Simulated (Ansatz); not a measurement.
# La3InB (Pm-3m): from the cell to its phonons, part 2 of 2

Task: relax La3InB (Pm-3m), then find its harmonic phonons.

Ansatz 0.2.0; DFT PBEsol, scalar-relativistic, plane waves, PAW; PAW set soft_1.

So far. Step 3 (Relaxing to small forces for the phonons): The forces vanish by symmetry and the pressure is 0.000 GPa, within the tolerances set. The cell now holds 28.90 Å³/atom. The relaxed cell has a = 5.247 Å (conventional setting).

**4. Zone-centre response**

The zone centre comes first: it holds the modes that light can see, as far as symmetry allows. No field response is asked, since the mesh shows no gap.

The input, input.yaml:

```yaml
crystal:
  lattice:
    - [5.2472787968, 0.0, 0.0]
    - [0.0, 5.2472787968, 0.0]
    - [0.0, 0.0, 5.2472787968]
  atoms:
    - { symbol: La, position: [0.5, 0.0, 0.5] }
    - { symbol: La, position: [0.5, 0.5, 0.0] }
    - { symbol: La, position: [0.0, 0.5, 0.5] }
    - { symbol: In, position: [0.0, 0.0, 0.0] }
    - { symbol: B, position: [0.5, 0.5, 0.5] }
kpoints:
  mp_grid: { grid: [8, 8, 8] }
hamiltonian:
  xc: pbesol
  pseudopotentials: { kind: paw, azcp: { folder: soft_1 }, xc_functional: pbe }
scf:
  occupations: { method: methfessel_paxton, width: 0.2 }
output:
  eigenvalues: true
phonons:
  method: dfpt
```

Command:

```
ansatz run input.yaml --threads 4 --pin off --max-ram 10240MiB --backend cpu --events-out ev --progress --plain --runs-dir out
```

Numbers of over 12 decimals in the logs are rounded to 6 here.

Log:

```text
zone centre: on kpoints.mp_grid the ground state, and the responses unless they are solved on pairs of k-points, stand on 125 of the mesh's 512 k-points, reduced under 8 symmetry operations, with k and −k counted as one. Each operation leaves every solved displacement unchanged or reverses it
[...]
Crystal: 5 atoms, lattice volume = 144.478 Å³
Basis set: ecut = 420 eV, 2801 PW (Γ), exchange–correlation on 72×72×72 points (8 copies of the dense FFT grid, shifted against one another)
Bands: 30, of which v1, the nominal top of the filled ones, is band 25 counted from 1 (24 counted from 0)
Symmetry: 48 space group operations
k-points: 125 of 512 (irreducible under 8 space group operations)
[...]
SCF iter   1: F=—  HF=-24168.975809 eV  |F-HF|=—  |Δ(HF+E_count)|=         —  Δρ=6.98e-2  dr2=2.87e1  ethr=3.10e-3  ⟨swp⟩=4.9  Hψ=17617  notcnv=0
[...]
SCF iter   4: F=—  HF=-24163.261912 eV  |F-HF|=—  |Δ(HF+E_count)|=   1.10e-1  S|Δr|=    0.00e0  Δρ=1.84e-3  dr2=9.87e-3  ethr=9.09e-4  ⟨swp⟩=5.3  Hψ=26397  notcnv=0
automatic band count: the SCF goes on with 35 bands, as 30 were too few: they end inside the smearing window of the response
SCF iter   5: F=—  HF=-24163.260317 eV  |F-HF|=—  |Δ(HF+E_count)|=   1.60e-3  S|Δr|=    0.00e0  Δρ=6.27e-4  dr2=9.31e-4  ethr=2.01e-5  ⟨swp⟩=2.0  Hψ=8398  notcnv=0  defer=2
[...]
SCF iter  12: F=-24163.260225 eV  HF=-24163.260225 eV  |F-HF|=1.09e-11  |Δ(HF+E_count)|=  7.28e-12  S|Δr|=    0.00e0  Δρ=6.30e-8  dr2=4.94e-12  ethr=1.00e-12  ⟨swp⟩=16.8  Hψ=29102  notcnv=0
SCF 1 converged in 12 iterations: F = -24163.260225 eV  dr2 = 4.94e-12
[...]
DFPT response loops at Γ: preconditioner auto → Kerker (q_TF=auto, 2.278 Å⁻¹) (partly filled bands, converged f_vac=0.000); β = 1.00, the filter's whole step (`scf.mixing.beta` (0.50) is not read by the response loops under this deck's `scf.mixing.preconditioner`; to damp them name `kerker` or `kerker_dos`, under which they read `scf.mixing.beta`, and type it under 1.00, their step now; both keys bind the ground state too); Broyden in place of MSR1
SCF converged after 12 iterations
[...]
Free energy (F): -24163.260225 eV
[...]
Internal energy: -24163.255790 eV  (E = F + TS)
E sigma→0 (E₀):  -24163.259116 eV
Entropy (-TS):   -0.004435 eV (-0.887 meV/atom)
Fermi energy:    10.105597 eV
[...]
--- Band table (eV; the first three rows and the last of 125) ---
  k-point 0: bands = [... 21 lower, 9.7628, 9.7628, 9.7628, 11.0660, 11.0660, 11.0660, 11.2471, 11.2471, ... 6 higher]
  k-point 1: bands = [... 21 lower, 9.7716, 9.7973, 9.8698, 10.7531, 10.9828, 10.9828, 11.1176, 11.2962, ... 6 higher]
  k-point 2: bands = [... 21 lower, 9.7912, 9.8885, 9.9377, 10.2515, 10.7531, 10.7531, 11.1825, 11.5226, ... 6 higher]
  k-point 124: bands = [... 21 lower, 7.6367, 10.5696, 10.5696, 10.5696, 11.7760, 11.7760, 11.7760, 11.9281, ... 6 higher]
--- Phonons (Γ-DFPT): 4 representative perturbations + reference, on 125 of 512 k-points (Σ response iterations 13) ---
  k mesh reduced under 8 symmetry operations, with k and −k counted as one. Each operation leaves every solved displacement unchanged or reverses it
  ASR residual: 4.516e-5 → 0.000e0 eV/Å²; symmetrization residual: 3.166e-6 eV/Å²
  ASR residual per site (eV/Å²): 3.01e-5 3.01e-5 3.01e-5 1.45e-5 4.52e-5
  Γ frequencies (cm⁻¹): -118.01 -118.01 -118.01 -59.91 -59.91 -59.91 0.00 0.00 0.00 66.96 66.96 66.96 161.96 161.96 161.96
  non-analytic LO–TO correction: not included (Born effective charges unavailable; polar crystals: no LO–TO splitting at Γ)
```

It took 62 s on 4 threads of AMD EPYC 9B14 (Zen 4), shared host; peak memory 2.7 GiB; 3.8 min of CPU time.

Reading the cycles: dr2 is the Hartree energy of the density residual (eV), the measure of convergence; HF is the Harris–Foulkes estimate of the energy, which meets the free energy F at convergence.

This step gave:

- sum-rule residual before enforcement: 4.52e-5 eV/Å²
- point group: m-3m
- highest optical mode at the zone centre (no LO-TO term): 162.0 cm⁻¹
- lowest optical zone-centre mode: -118.0 cm⁻¹

Patterns of degenerate modes are one choice out of their space. The modes at Γ (shares of kinetic energy by element, %) (negative means imaginary):

```
mode  frequency (cm⁻¹)  symmetry  La %  In %  B %
   1            -118.0       T1u    26     0   74
   2            -118.0       T1u    26     0   74
   3            -118.0       T1u    26     0   74
   4             -59.9       T2u   100     0    0
   5             -59.9       T2u   100     0    0
   6             -59.9       T2u   100     0    0
   7               0.0  acoustic    77    21    2
   8               0.0  acoustic    77    21    2
   9               0.0  acoustic    77    21    2
  10              67.0       T1u    21    79    1
  11              67.0       T1u    21    79    1
  12              67.0       T1u    21    79    1
  13             162.0       T1u    76     0   23
  14             162.0       T1u    76     0   23
  15             162.0       T1u    76     0   23
```

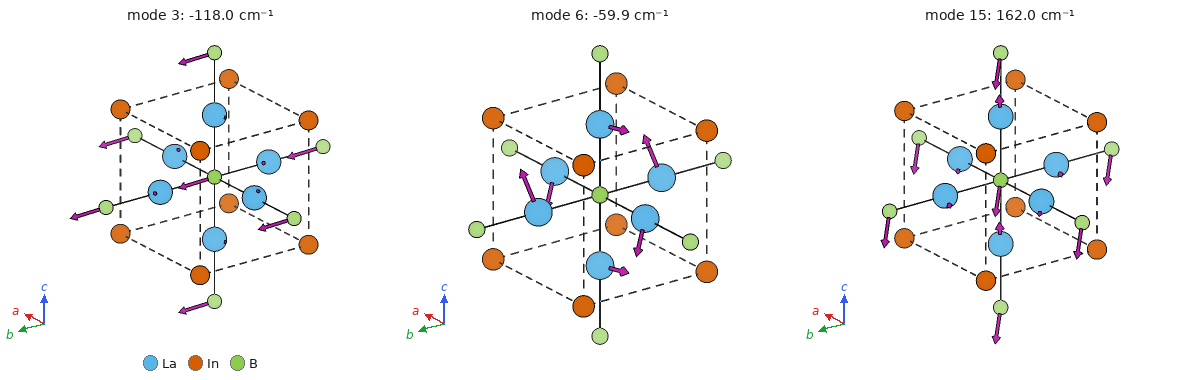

Displacement patterns of modes 3, 6 and 15 at Γ; arrows are exaggerated. Some periodic images of atoms are drawn too.

Before it was imposed, the acoustic sum rule was missed by 4.5e-5 eV/Å². Small misses are needed for a sound result but don't prove that mesh and cutoff are converged. The lowest optical mode is imaginary, 118.0i cm⁻¹, so the energy falls along it.

**5. The dispersion**

Stability and thermal properties need the whole zone. Linear response on a 2×2×2 q mesh gives force constants as far as a supercell of that size would.

input.yaml, as its differences from that of step 4:

```diff
@@ -22 +22,8 @@
   method: dfpt
+  qmesh: [2, 2, 2]
+  temperatures: { t_max: 1000, t_step: 50 }
+  qpath:
+    path:
+      - [[0.0, 0.0, 0.0], [0.0, 0.5, 0.0], [0.5, 0.5, 0.0], [0.0, 0.0, 0.0], [0.5, 0.5, 0.5], [0.0, 0.5, 0.0]]
+      - [[0.5, 0.5, 0.5], [0.5, 0.5, 0.0]]
+    npoints: 10
```

Log:

```text
[...]
Crystal: 5 atoms, lattice volume = 144.478 Å³
Basis set: ecut = 420 eV, 2801 PW (Γ), exchange–correlation on 72×72×72 points (8 copies of the dense FFT grid, shifted against one another)
Bands: 30, of which v1, the nominal top of the filled ones, is band 25 counted from 1 (24 counted from 0)
Symmetry: 48 space group operations
k-points: 35 of 512
[...]
SCF iter   1: F=—  HF=-24168.975786 eV  |F-HF|=—  |Δ(HF+E_count)|=         —  Δρ=6.98e-2  dr2=2.87e1  ethr=3.10e-3  ⟨swp⟩=4.9  Hψ=4930  notcnv=0
[...]
SCF iter  12: F=-24163.260225 eV  HF=-24163.260225 eV  |F-HF|=3.64e-12  |Δ(HF+E_count)|=  3.64e-12  S|Δr|=    0.00e0  Δρ=6.26e-8  dr2=4.92e-12  ethr=1.00e-12  ⟨swp⟩=16.7  Hψ=8141  notcnv=0
SCF 1 converged in 12 iterations: F = -24163.260225 eV  dr2 = 4.92e-12
[...]
phonons: the bands overlap, so this run is a metal and interpolates without the dipole-dipole term. If the crystal is really an insulator or semiconductor, its LO-TO splitting is missing
NSCF: frozen V_eff on 35 k-points
[...]
DFPT response loops at q = (0, 0, 0) (fractional): preconditioner auto → Kerker (q_TF=auto, 2.278 Å⁻¹) (partly filled bands, converged f_vac=0.000); β = 1.00, the filter's whole step (`scf.mixing.beta` (0.50) is not read by the response loops under this deck's `scf.mixing.preconditioner`; to damp them name `kerker` or `kerker_dos`, under which they read `scf.mixing.beta`, and type it under 1.00, their step now; both keys bind the ground state too); Broyden in place of MSR1
[...]
SCF converged after 12 iterations
[...]
Free energy (F): -24163.260225 eV
[...]
Internal energy: -24163.255790 eV  (E = F + TS)
E sigma→0 (E₀):  -24163.259116 eV
Entropy (-TS):   -0.004435 eV (-0.887 meV/atom)
Fermi energy:    10.105597 eV
[...]
--- Band table (eV; the first three rows and the last of 35) ---
  k-point 0: bands = [... 21 lower, 9.7628, 9.7628, 9.7628, 11.0660, 11.0660, 11.0660, 11.2471, 11.2471, ... 6 higher]
  k-point 1: bands = [... 21 lower, 9.7716, 9.7973, 9.8698, 10.7531, 10.9828, 10.9828, 11.1176, 11.2962, ... 6 higher]
  k-point 2: bands = [... 21 lower, 9.7912, 9.8885, 9.9377, 10.2515, 10.7531, 10.7531, 11.1825, 11.5226, ... 6 higher]
  k-point 34: bands = [... 21 lower, 7.6367, 10.5696, 10.5696, 10.5696, 11.7760, 11.7760, 11.7760, 11.9281, ... 6 higher]
--- Phonons (Γ-DFPT): 4 representative perturbations + reference (Σ response iterations 13) ---
  ASR residual: 4.666e-5 → 0.000e0 eV/Å²; symmetrization residual: 2.239e-6 eV/Å²
  ASR residual per site (eV/Å²): 2.86e-5 2.86e-5 2.86e-5 1.03e-5 4.67e-5
[...]
--- Phonons (arbitrary-q DFPT): 4 irreducible q on the 2×2×2 mesh ---
  q = [0.0000, 0.0000, 0.0000] (star 1, of the zone-centre solve; hermiticity 6.29e-7, symmetrization 7.35e-12): -118.01 -118.01 -118.01 -59.91 -59.91 -59.91 -0.00 -0.00 0.00 66.96 66.96 66.96 161.96 161.96 161.96
  q = [0.0000, 0.0000, -0.5000] (star 3, 9 solved perturbations in 975 linear systems a pass and spin channel, the states on 125 of 512 k-point pairs; hermiticity 3.34e-7, symmetrization 6.23e-8): -12.61 -12.61 36.81 41.96 41.96 72.80 72.80 73.00 78.09 82.87 82.87 142.90 305.23 305.23 329.73
[...]
sum rule: each row above includes the acoustic sum rule's correction from the zone centre's row sums; it moved no ω² by more than (1.08 cm⁻¹)²
  mesh force constants: q→R imaginary residual 1.96e-18; ASR residual 4.666e-5 → 0.000e0 eV/Å²; symmetrization residual 1.066e-14 eV/Å²
  interpolated dispersion: 62 rows × 15 modes
  density of states and harmonic sums: on the 12×12×12 q-mesh, interpolated from the force constants of a 2×2×2 supercell (no non-analytic term)
  largest difference from the sums on the solved wave vectors: F 3.93e-1 eV, S 5.07e-4 and C_V 1.14e-4 eV/K
  zero-point energy: 0.108801 eV/cell   skipped modes (ω ≤ 0): 101, of them read as no rigid motion or as one in doubt: 98 (9.253e-1 modes/cell left out, lowest -118.01 cm⁻¹)   left out of the sums: 6.18e-2 of the cell's modes: C_V's classical limit lies that fraction below 3 k_B per atom; for a crystal, a wire or a layer, F and S can be off by more, and a phonons.interpolated_qmesh denser along its periods is the remedy for the sampling
```

The job ended after 4.7 min (4 threads; peak memory 2.1 GiB).

This step gave:

```
sum-rule residual before enforcement                    : 4.67e-5 eV/Å²
lowest frequency on the path                            : -118.0 cm⁻¹
highest frequency on the path or at a solved wavevector : 410.3 cm⁻¹
lowest mode on the q mesh (acoustic modes at Γ apart)   : -118.0 cm⁻¹
```

Frequencies (cm⁻¹) solved at each irreducible wavevector; negative means imaginary. Frequencies by wavevector, by row:

```csv
q in reciprocal lattice units,star,mode 1,mode 2,mode 3,mode 4,mode 13,mode 14,mode 15
0 0 0,1,-118,-118,-118,-59.9,162,162,162
0 0 -0.5,3,-12.6,-12.6,36.8,42,305.2,305.2,329.7
0 -0.5 -0.5,3,18.3,53.6,53.6,61.9,349.5,361.8,361.8
-0.5 -0.5 -0.5,1,-3.7,-3.7,-3.7,54,410.3,410.3,410.3
```

Interpolated from a 2×2×2 q mesh. The phonon branches at the labelled points (cm⁻¹):

```
    point  branch 1  branch 2  branch 3  branch 4  branch 12  branch 13  branch 14  branch 15
        Γ      -118      -118      -118       -60         67        162        162        162
        X       -13       -13        37        42        143        305        305        330
        M        18        54        54        62        145        350        362        362
        Γ      -118      -118      -118       -60         67        162        162        162
        R        -4        -4        -4        54        166        410        410        410
        X       -13       -13        37        42        143        305        305        330
jump to R        -4        -4        -4        54        166        410        410        410
        M        18        54        54        62        145        350        362        362
```

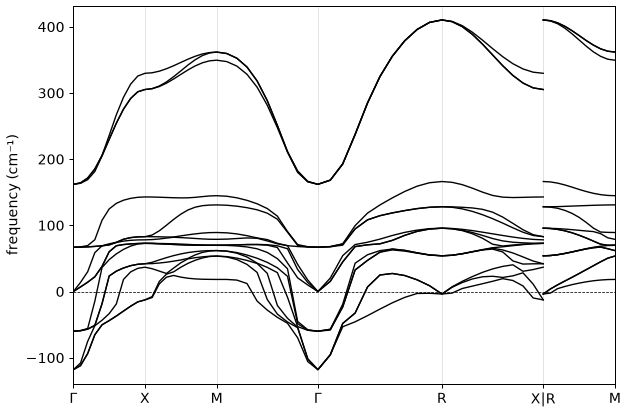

Phonon branches along the path.

The phonon density of states has structure finer than the step of the table below, so its rows give means over 25 cm⁻¹, whole bins alone (the curve runs from -118 to 412 cm⁻¹). Peaks (cm⁻¹: height): 72.5: 0.271, 127.5: 0.0632, 142.5: 0.0668.

Tetrahedra on a 12×12×12 mesh, mean over bins of 5 cm-1. Interpolated from a 2×2×2 q mesh. Phonon density of states against wavenumber; means over each step:

```
wavenumber (cm⁻¹)  phonon density of states (1/cm⁻¹/cell)
             -100                                  2.9e-4
              -75                                 0.00110
              -50                                 0.00926
              -25                                  0.0179
                0                                  0.0253
               25                                  0.0672
               50                                  0.0834
               75                                   0.164
              100                                  0.0455
              125                                  0.0407
              150                                  0.0248
              175                                 0.00190
              200                                 0.00290
              225                                 0.00394
              250                                 0.00575
              275                                 0.00884
              300                                  0.0167
              325                                  0.0268
              350                                  0.0314
              375                                  0.0167
              400                                 0.00535
```

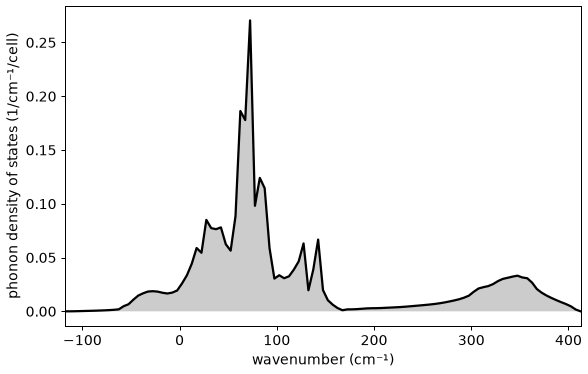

Phonon density of states against wavenumber.

The partial phonon density of states has structure finer than the step of the table below, so its rows give means over 25 cm⁻¹, whole bins alone (the curve runs from -128 to 430 cm⁻¹). Peaks (cm⁻¹: height): B 85.9: 0.00463, 306.8: 0.0224, 320.8: 0.0276, 348.8: 0.0321; In 68.3: 0.169; La -22.8: 0.0222, 29.8: 0.0763, 85.9: 0.103, 103.4: 0.0397, 124.4: 0.0516, 142.0: 0.0484.

Phonopy on the run's constants, 11x11x11 mesh, Gaussian sigma 4.0 cm-1. Interpolated from a 2×2×2 q mesh. Partial phonon density of states against wavenumber; means over each step; values in 1/cm⁻¹/cell:

```
wavenumber (cm⁻¹)        B       In       La
             -100   2.6e-4        0   1.4e-4
              -75   4.3e-4   1.7e-6   5.2e-4
              -50   4.1e-4   2.0e-5   0.0106
              -25   2.3e-4   1.2e-4   0.0199
                0   3.5e-5   2.0e-4   0.0171
               25   3.0e-4  0.00388   0.0671
               50   5.7e-4   0.0318   0.0514
               75  0.00259   0.0833   0.0770
              100  0.00271   6.7e-4   0.0437
              125   9.0e-4   1.5e-4   0.0404
              150   2.0e-4   3.3e-5   0.0232
              175   8.3e-4        0  0.00178
              200  0.00207        0  0.00110
              225  0.00221        0   7.2e-4
              250  0.00547        0  0.00101
              275  0.00808        0   9.0e-4
              300   0.0149   5.8e-6  0.00126
              325   0.0248   1.0e-5  0.00131
              350   0.0301   1.9e-5   8.2e-4
              375   0.0169   7.3e-6   2.0e-4
              400  0.00583        0   2.6e-5
```

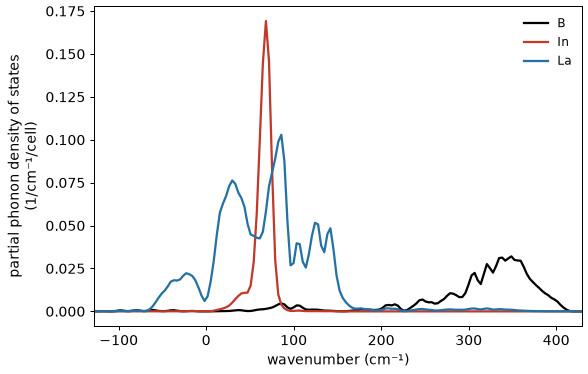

Partial phonon density of states, plotted against wavenumber.

Symmetry leaves 4 wavevectors to solve. The lowest mode among them, the acoustic zeros apart, lies at Γ and is imaginary, 118.0i cm⁻¹, so the energy falls along it.

**6. Another isotope, element B, natural mass 10.81 amu**

An isotope changes the mass and not the force constants, so no new electronic calculation is needed; the shifts show which modes move this element.

The same force constants with the mass of B changed from 10.810 to 10.013 u (phonopy, no LO-TO term). Both lists are sorted by frequency; levels can cross, so a row need not hold one and the same mode. Modes under 3 cm⁻¹ are left out. Isotope shifts, by row, the first 40 of 57 rows:

| q | rank | natural mass (cm⁻¹) | changed mass (cm⁻¹) |
| --- | --- | --- | --- |
| 0 0 0 | 1 | -118 | -121.4 |
| 0 0 0 | 2 | -118 | -121.4 |
| 0 0 0 | 3 | -118 | -121.4 |
| 0 0 0 | 4 | -59.91 | -59.91 |
| 0 0 0 | 5 | -59.91 | -59.91 |
| 0 0 0 | 6 | -59.91 | -59.91 |
| 0 0 0 | 10 | 66.96 | 66.97 |
| 0 0 0 | 11 | 66.96 | 66.97 |
| 0 0 0 | 12 | 66.96 | 66.97 |
| 0 0 0 | 13 | 162 | 163.4 |
| 0 0 0 | 14 | 162 | 163.4 |
| 0 0 0 | 15 | 162 | 163.4 |
| 0 0 -0.5 | 1 | -12.61 | -12.61 |
| 0 0 -0.5 | 2 | -12.61 | -12.61 |
| 0 0 -0.5 | 3 | 36.81 | 36.81 |
| 0 0 -0.5 | 4 | 41.96 | 41.96 |
| 0 0 -0.5 | 5 | 41.96 | 41.96 |
| 0 0 -0.5 | 6 | 72.8 | 72.8 |
| 0 0 -0.5 | 7 | 72.8 | 72.8 |
| 0 0 -0.5 | 8 | 73 | 73 |
| 0 0 -0.5 | 9 | 78.09 | 78.09 |
| 0 0 -0.5 | 10 | 82.87 | 83.21 |
| 0 0 -0.5 | 11 | 82.87 | 83.21 |
| 0 0 -0.5 | 12 | 142.9 | 142.9 |
| 0 0 -0.5 | 13 | 305.2 | 315.8 |
| 0 0 -0.5 | 14 | 305.2 | 315.8 |
| 0 0 -0.5 | 15 | 329.7 | 342.6 |
| 0 -0.5 -0.5 | 1 | 18.34 | 18.34 |
| 0 -0.5 -0.5 | 2 | 53.62 | 53.62 |
| 0 -0.5 -0.5 | 3 | 53.62 | 53.62 |
| 0 -0.5 -0.5 | 4 | 61.91 | 61.91 |
| 0 -0.5 -0.5 | 5 | 61.91 | 61.91 |
| 0 -0.5 -0.5 | 6 | 69.83 | 69.83 |
| 0 -0.5 -0.5 | 7 | 69.99 | 69.99 |
| 0 -0.5 -0.5 | 8 | 69.99 | 69.99 |
| 0 -0.5 -0.5 | 9 | 78.86 | 79.1 |
| 0 -0.5 -0.5 | 10 | 89.22 | 89.22 |
| 0 -0.5 -0.5 | 11 | 130.9 | 130.9 |
| 0 -0.5 -0.5 | 12 | 144.8 | 144.8 |
| 0 -0.5 -0.5 | 13 | 349.5 | 362.1 |

A mode of this element alone would shift by +3.90 %. The highest zone-centre frequency without the field goes from 162.0 to 163.4 cm⁻¹ (+0.9 %).

**7. Isotope substitution, element In, natural mass 114.818 amu**

The same for In, from 114.82 to 112.90 u.

A mode of this element alone would shift by +0.84 %. The highest zone-centre frequency without the field goes from 162.0 to 162.0 cm⁻¹ (+0.0 %).

**8. Results**

```yaml
space_group_after_relaxation_within_0p01_a: Pm-3m
volume_per_atom: 28.9 Å³
electronic_character: no gap on this mesh
highest_optical_mode_at_the_zone_centre_no_lo_to_term: 162 cm⁻¹
lowest_optical_zone_centre_mode: -118 cm⁻¹
lowest_mode_on_the_q_mesh_acoustic_modes_at_gamma_apart: -118 cm⁻¹
highest_frequency_on_the_path_or_at_a_solved_wavevector: 410 cm⁻¹
imaginary_modes_on_the_2x2x2_q_mesh: yes
```

**Reading.** Modes are clearly imaginary (beyond 10i cm⁻¹) at 2 of the 4 irreducible wavevectors, most at Γ (118.0i cm⁻¹), so this structure is not a minimum of the energy. The optical modes at Γ span -118 to 162 cm⁻¹ (negative means imaginary). The highest mode in this list at Γ, 162.0 cm⁻¹, is mostly motion of La (76 % of the kinetic energy). With no gap, or one that is small against the smearing, the frequencies hang on the k mesh and the smearing, most of all near Kohn anomalies. The phonon runs are without spin polarisation, although the cell has an odd electron count. Spin-orbit coupling is left out, which can matter for the heavy elements here. The PAW files were made for PBE and serve the other functionals too. These are harmonic frequencies at zero temperature: anharmonic shifts, linewidths and thermal expansion are left out.

[Logs are printed without paths, hosts, clocks, repeated set-up lines and the standing remarks that a program may print on its own settings, such as how far it seeks lower states.]

[Hosts, paths, dates, database ids (printed as entryN), source tags and the programs' standing remarks are cut or masked in the printed files.]
